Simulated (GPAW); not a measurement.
# Screening of a field by N/Mo(110), part 2 of 2

How does N/Mo(110) screen a perpendicular field?

GPAW 26.7.0; GPAW, PAW setups; slab in vacuum, relaxation (the session's first sound run).

So far, dipole along the normal (e·Å): step 2 (relaxation) -0.0609; step 3 (plane waves, PBE) -0.0612; step 4 (In a field) -0.143.

## 5. Field on

run.py reads:

```python
import json
import numpy as np
from ase import Atoms
from gpaw import GPAW, PW
from gpaw.external import ConstantElectricField

slab = Atoms(
    ['Mo', 'Mo', 'Mo', 'Mo', 'N'],
    positions=[
        [0.00000, 0.00000, 9.00000],
        [2.22739, -0.00000, 11.22739],
        [0.00000, 0.00000, 13.45890],
        [2.22739, -0.00000, 15.80914],
        [-0.00000, 0.00000, 16.85425]],
    cell=[[2.22739, -1.575, 0.0], [2.22739, 1.575, 0.0], [0.0, 0.0, 26.28898]],
    pbc=[True, True, False])

slab.calc = GPAW(mode=PW(500), xc='PBE', kpts={'size': (12, 12, 1), 'gamma': True},
                 occupations={'name': 'fermi-dirac', 'width': 0.1}, nbands='160%',
                 convergence={'density': 1e-05}, maxiter=200,
                 poissonsolver={'dipolelayer': 'xy'},
                 external=ConstantElectricField(-0.1, [0, 0, 1]),
                 symmetry={'tolerance': 1e-3}, txt='slab.txt')
result = {}
energy = slab.get_potential_energy()
fermi = slab.calc.get_fermi_level()
v = slab.calc.get_electrostatic_potential().mean((0, 1)) - fermi
n = slab.calc.get_pseudo_density().mean((0, 1))
L = slab.cell[2, 2]
z = np.arange(len(v)) * L / len(v)
low, high = slab.positions[:, 2].min(), slab.positions[:, 2].max()
below, above = np.interp([low - 6.8, high + 6.8], z, v)
slopes = [np.interp(x, z, np.gradient(v, z)) for x in (low - 6.8, high + 6.8)]
eps = np.array([[slab.calc.get_eigenvalues(k, s) for k in range(len(slab.calc.get_ibz_k_points()))]
                for s in range(slab.calc.get_number_of_spins())]) - fermi
top, bottom = eps[eps < 0].max(), eps[eps > 0].min()
dipole = slab.get_dipole_moment()[2]
print(f'energy {energy:.4f} eV, Fermi level {fermi:.4f} eV, dipole {dipole:.5f} e A')
print(f'potential 6.8 A off the faces, from the Fermi level: lower {below:.4f} eV, upper {above:.4f} eV')
print(f'slope of the potential there: lower {slopes[0]:.5f}, upper {slopes[1]:.5f} eV/A')
print(f'nearest levels on the mesh: {top:.4f} and {bottom:.4f} eV')
print('magnetic moment', round(slab.get_magnetic_moment(), 3))
result.update(energy=energy, fermi=fermi, dipole=dipole, below=below, above=above, slopes=slopes, edges=[top, bottom],
              z=z.tolist(), v=v.tolist(), n=n.tolist(), positions=slab.positions.tolist(),
              forces=slab.get_forces(apply_constraint=False).tolist(), moments=slab.get_magnetic_moments().tolist())
json.dump(result, open('result.json', 'w'))
```

Command:

```console
OMP_NUM_THREADS=1 OPENBLAS_NUM_THREADS=1 python run.py
```

What it wrote:

```text
energy -50.6075 eV, Fermi level 1.6280 eV, dipole -0.10235 e A
potential 6.8 A off the faces, from the Fermi level: lower 3.9501 eV, upper 6.5886 eV
slope of the potential there: lower -0.00003, upper 0.00070 eV/A
nearest levels on the mesh: -0.0015 and 0.0035 eV
magnetic moment 0.0
```

It took 10 min on 1 thread of Arm Neoverse V2, shared host; peak memory 0.6 GiB.

Numbers from this step:

```
dipole along the normal                                         : -0.1024 e·Å
levels nearest the Fermi level on the mesh                      : -0.001526, 0.003453 eV from the Fermi level
potential below the slab, the applied field's own ramp left out : 3.950 eV from the Fermi level
potential above the slab, the applied field's own ramp left out : 6.589 eV from the Fermi level
```

The electrostatic potential energy of an electron (without an applied field's), less the Fermi level, planar mean oscillates, so the rows of the table below give means over windows of 2.25 Å about each position, cut where the curve ends. Its maxima inside the range that stand out by 2 % of the span (Å: eV): 10.1: -2.35, 12.4: -2.16, 14.6: -1.12, 16.5: -13.6, 25.7: 6.59. Its minima: 9.0: -28.5, 11.3: -28.7, 13.4: -28.3, 15.8: -28.9, 16.8: -15.9.

Table of electrostatic potential energy of an electron (without an applied field's), less the Fermi level, planar mean by z; means over each step:

```
z (Å)  electrostatic potential energy of an electron (without an applied field's), less the Fermi level, planar mean (eV)
 1.12                                                                                                                4.06
 3.38                                                                                                                3.95
 5.62                                                                                                                3.90
 7.88                                                                                                               -5.39
10.12                                                                                                               -13.9
12.38                                                                                                               -13.6
14.62                                                                                                               -12.1
16.88                                                                                                               -10.0
19.12                                                                                                                6.51
21.38                                                                                                                6.59
23.62                                                                                                                6.59
25.88                                                                                                                6.49
```

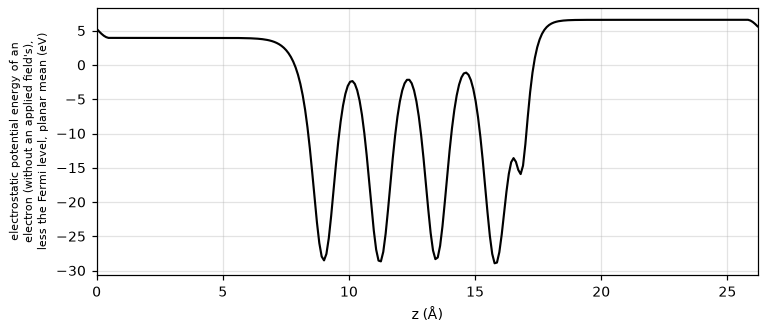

Electrostatic potential energy of an electron (without an applied field's), less the Fermi level, planar mean, plotted against z.

Force by atom:

```csv
atom,x (eV/Å),y (eV/Å),z (eV/Å),size
Mo1,0.000,0.000,0.692,0.692
Mo2,0.000,0.000,-0.669,0.669
Mo3,0.000,0.000,0.005,0.005
Mo4,0.000,0.000,-0.016,0.016
N5,0.000,0.000,0.018,0.018
```

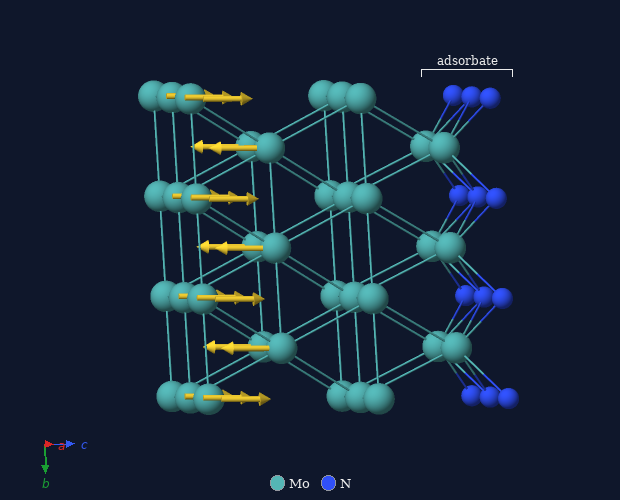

Force as arrows, the longest 0.692 eV/Å. 2×3×1 cells are drawn. Some periodic images of atoms are drawn too.

The dipole is now -0.102 e Å, against -0.061 in the run without a field.

## 6. In a field

Edit run.py of step 5 so:

```diff
@@ -21,3 +21,3 @@
                  poissonsolver={'dipolelayer': 'xy'},
-                 external=ConstantElectricField(-0.1, [0, 0, 1]),
+                 external=ConstantElectricField(-0.05, [0, 0, 1]),
                  symmetry={'tolerance': 1e-3}, txt='slab.txt')
```

What it wrote:

```text
energy -50.6029 eV, Fermi level 1.6019 eV, dipole -0.08183 e A
potential 6.8 A off the faces, from the Fermi level: lower 4.2581 eV, upper 6.3674 eV
slope of the potential there: lower -0.00005, upper 0.00072 eV/A
nearest levels on the mesh: -0.0004 and 0.0041 eV
magnetic moment 0.0
```

Run time: 9.8 min. Hardware: 1 thread; peak memory 0.6 GiB.

## 7. In a field

Edit run.py of step 6 so:

```diff
@@ -21,3 +21,3 @@
                  poissonsolver={'dipolelayer': 'xy'},
-                 external=ConstantElectricField(-0.05, [0, 0, 1]),
+                 external=ConstantElectricField(0.05, [0, 0, 1]),
                  symmetry={'tolerance': 1e-3}, txt='slab.txt')
```

What it wrote:

```text
energy -50.5967 eV, Fermi level 1.5493 eV, dipole -0.04076 e A
potential 6.8 A off the faces, from the Fermi level: lower 4.8755 eV, upper 5.9255 eV
slope of the potential there: lower -0.00005, upper 0.00075 eV/A
nearest levels on the mesh: -0.0055 and 0.0021 eV
magnetic moment 0.0
```

Wall time 7.8 min (1 thread); peak memory 0.6 GiB.

## 8. In a field

Edit run.py of step 7 so:

```diff
@@ -21,3 +21,3 @@
                  poissonsolver={'dipolelayer': 'xy'},
-                 external=ConstantElectricField(0.05, [0, 0, 1]),
+                 external=ConstantElectricField(0.1, [0, 0, 1]),
                  symmetry={'tolerance': 1e-3}, txt='slab.txt')
```

What it wrote:

```text
energy -50.5951 eV, Fermi level 1.5225 eV, dipole -0.02020 e A
potential 6.8 A off the faces, from the Fermi level: lower 5.1853 eV, upper 5.7050 eV
slope of the potential there: lower -0.00006, upper 0.00076 eV/A
nearest levels on the mesh: -0.0048 and 0.0034 eV
magnetic moment 0.0
```

It took 7.3 min on 1 thread; peak memory 0.6 GiB.

The electrostatic potential energy of an electron (without an applied field's), less the Fermi level, planar mean oscillates, so the rows of the table below give means over windows of 2.16 Å about each position, cut where the curve ends. Its maxima inside the range that stand out by 2 % of the span (Å: eV): 10.1: -1.75, 12.3: -2.00, 14.6: -1.42, 16.5: -14.3. Its minima: 9.0: -27.7, 11.3: -28.3, 13.4: -28.4, 15.8: -29.5, 16.8: -16.6.

Table of electrostatic potential energy of an electron (without an applied field's), less the Fermi level, planar mean by z; means over each step:

```
z (Å)  electrostatic potential energy of an electron (without an applied field's), less the Fermi level, planar mean (eV)
 1.08                                                                                                                5.21
 3.24                                                                                                                5.19
 5.40                                                                                                                5.15
 7.56                                                                                                               0.134
 9.72                                                                                                               -12.8
11.88                                                                                                               -13.3
14.04                                                                                                               -13.0
16.20                                                                                                               -17.9
18.36                                                                                                                4.71
20.52                                                                                                                5.70
22.68                                                                                                                5.70
24.84                                                                                                                5.70
```

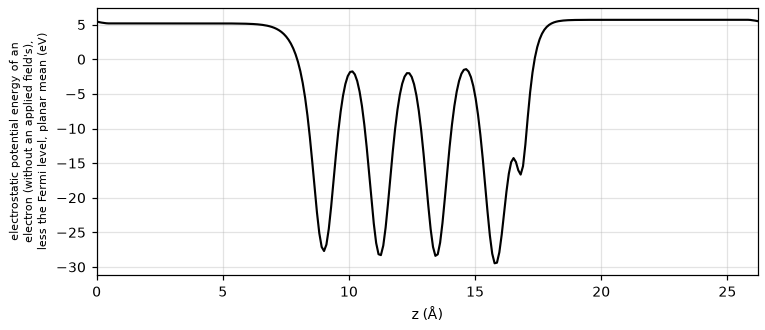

Electrostatic potential energy of an electron (without an applied field's), less the Fermi level, planar mean against z.

The dipole is now -0.0202 e Å, against -0.061 in the run without a field.

## 9. In a field

Edit run.py of step 8 so:

```diff
@@ -21,3 +21,3 @@
                  poissonsolver={'dipolelayer': 'xy'},
-                 external=ConstantElectricField(0.1, [0, 0, 1]),
+                 external=ConstantElectricField(0.2, [0, 0, 1]),
                  symmetry={'tolerance': 1e-3}, txt='slab.txt')
```

What it wrote:

```text
energy -50.5951 eV, Fermi level 1.4684 eV, dipole 0.02100 e A
potential 6.8 A off the faces, from the Fermi level: lower 5.8072 eV, upper 5.2642 eV
slope of the potential there: lower -0.00007, upper 0.00079 eV/A
nearest levels on the mesh: -0.0036 and 0.0057 eV
magnetic moment 0.0
```

The job ended after 8.2 min (1 thread; peak memory 0.6 GiB).

The electrostatic potential energy of an electron (without an applied field's), less the Fermi level, planar mean oscillates, so the rows of the table below give means over windows of 2.16 Å about each position, cut where the curve ends. Its maxima inside the range that stand out by 2 % of the span (Å: eV): 10.1: -1.45, 12.3: -1.91, 14.6: -1.57, 16.5: -14.6. Its minima: 9.0: -27.3, 11.3: -28.1, 13.4: -28.4, 15.8: -29.7, 16.8: -17.0.

Table of electrostatic potential energy of an electron (without an applied field's), less the Fermi level, planar mean by z; means over each step:

```csv
z (Å),"electrostatic potential energy of an electron (without an applied field's), less the Fermi level, planar mean (eV)"
1.08,5.78
3.24,5.81
5.40,5.77
7.56,0.684
9.72,-12.5
11.88,-13.2
14.04,-13.1
16.20,-18.2
18.36,4.28
20.52,5.26
22.68,5.26
24.84,5.27
```

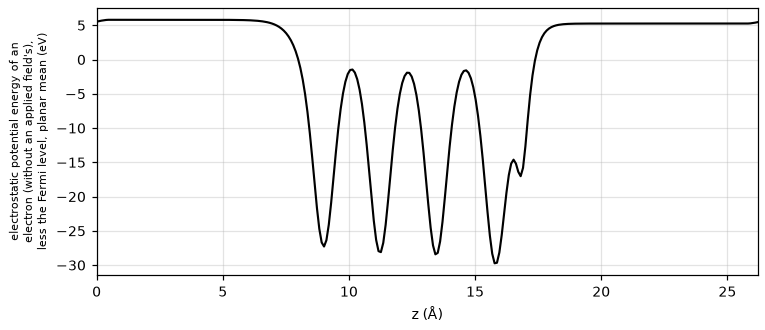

Electrostatic potential energy of an electron (without an applied field's), less the Fermi level, planar mean against z.

The dipole is now 0.0210 e Å, against -0.061 in the run without a field.

## 10. In a field

Edit run.py of step 9 so:

```diff
@@ -21,3 +21,3 @@
                  poissonsolver={'dipolelayer': 'xy'},
-                 external=ConstantElectricField(0.2, [0, 0, 1]),
+                 external=ConstantElectricField(0.3, [0, 0, 1]),
                  symmetry={'tolerance': 1e-3}, txt='slab.txt')
```

What it wrote:

```text
energy -50.5992 eV, Fermi level 1.4133 eV, dipole 0.06234 e A
potential 6.8 A off the faces, from the Fermi level: lower 6.4328 eV, upper 4.8236 eV
slope of the potential there: lower -0.00008, upper 0.00082 eV/A
nearest levels on the mesh: -0.0025 and 0.0063 eV
magnetic moment 0.0
```

Run time: 8.5 min. Hardware: 1 thread; peak memory 0.6 GiB.

The dipole is now 0.0623 e Å, against -0.061 in the run without a field.

## 11. The series

The members are put on one axis.

This step: induced dipole against applied field (GPAW 26.7.0).

The dipole along the normal by field:

```csv
field (V/Å),dipole along the normal (e·Å)
-0.200,-0.143
-0.100,-0.102
-0.050,-0.0818
0.000,-0.0612
0.050,-0.0408
0.100,-0.0202
0.200,0.0210
0.300,0.0623
```

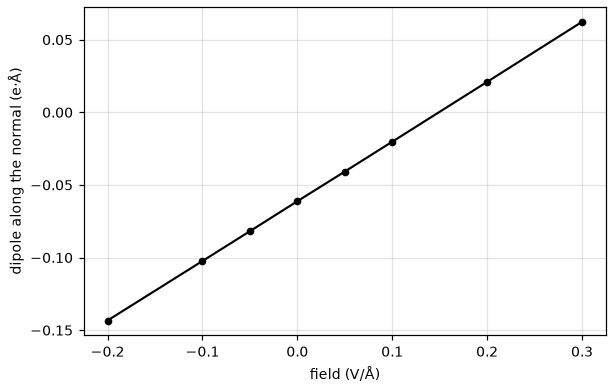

Dipole along the normal, plotted against field.

## 12. A changed run

One more run, with changed settings.

This step: GPAW, PAW setups; slab in vacuum (GPAW 26.7.0).

Edit run.py of step 10 so:

```diff
@@ -4,3 +4,2 @@
 from gpaw import GPAW, PW
-from gpaw.external import ConstantElectricField
 
@@ -19,5 +18,4 @@
                  occupations={'name': 'fermi-dirac', 'width': 0.1}, nbands='160%',
-                 convergence={'density': 1e-05}, maxiter=200,
+                 convergence={'density': 1e-05}, maxiter=50,
                  poissonsolver={'dipolelayer': 'xy'},
-                 external=ConstantElectricField(0.3, [0, 0, 1]),
                  symmetry={'tolerance': 1e-3}, txt='slab.txt')
@@ -31,4 +29,4 @@
 low, high = slab.positions[:, 2].min(), slab.positions[:, 2].max()
-below, above = np.interp([low - 6.8, high + 6.8], z, v)
-slopes = [np.interp(x, z, np.gradient(v, z)) for x in (low - 6.8, high + 6.8)]
+below, above = np.interp([low - 1.0, high + 1.0], z, v)
+slopes = [np.interp(x, z, np.gradient(v, z)) for x in (low - 1.0, high + 1.0)]
 eps = np.array([[slab.calc.get_eigenvalues(k, s) for k in range(len(slab.calc.get_ibz_k_points()))]
@@ -38,3 +36,3 @@
 print(f'energy {energy:.4f} eV, Fermi level {fermi:.4f} eV, dipole {dipole:.5f} e A')
-print(f'potential 6.8 A off the faces, from the Fermi level: lower {below:.4f} eV, upper {above:.4f} eV')
+print(f'potential 1.0 A off the faces, from the Fermi level: lower {below:.4f} eV, upper {above:.4f} eV')
 print(f'slope of the potential there: lower {slopes[0]:.5f}, upper {slopes[1]:.5f} eV/A')
```

What it wrote:

```text
energy -50.5993 eV, Fermi level 1.5757 eV, dipole -0.06118 e A
potential 1.0 A off the faces, from the Fermi level: lower -1.1824 eV, upper 5.1520 eV
slope of the potential there: lower -13.52611, upper 3.59637 eV/A
nearest levels on the mesh: -0.0060 and 0.0009 eV
magnetic moment 0.0
```

It took 4.7 min on 1 thread; peak memory 0.38 GiB.

The run finished. A setting was moved off its sound value on purpose, so it serves as a test and not as the result.

The fault put into the input: the potential probed 1 A off the face (probe = 1.0).

## 13. What came out

```json
{"work function, upper and lower face": "6.146 and 4.566 eV", "dipole along the normal": "-0.0612 e Å", "induced dipole per field": "0.411 e Å per V/Å", "out-of-plane polarisability per area, α/(ε0 A)": "10.6 Å"}
```

In words: The field induces 0.411 e Å per V/Å, a polarisable thickness α/(ε0 A) of 10.6 Å beside 7.85 Å between the outermost nuclei. A perfect conductor would give the distance between its two image planes; a dielectric of thickness t gives t(1 - 1/ε). The two faces differ by 1.6 eV, the step that the slab's dipole makes (e p/(ε0 A) gives 1.6 eV), so the dipole layer is needed. The induced dipole is linear in the field over this range. The cell of 7.02 Å² holds one N, started on one chosen site; other sites and coverages weren't tried. The in-plane lattice was kept as typed, which isn't the functional's own and leaves some strain; spin-orbit coupling and temperature are left out.

[Logs are printed without paths, hosts, clocks, repeated set-up lines and the standing remarks that a program may print on its own settings, such as how far it seeks lower states.]

[Hosts, paths, dates, database ids (printed as entryN), source tags and the programs' standing remarks are cut or masked in the printed files.]
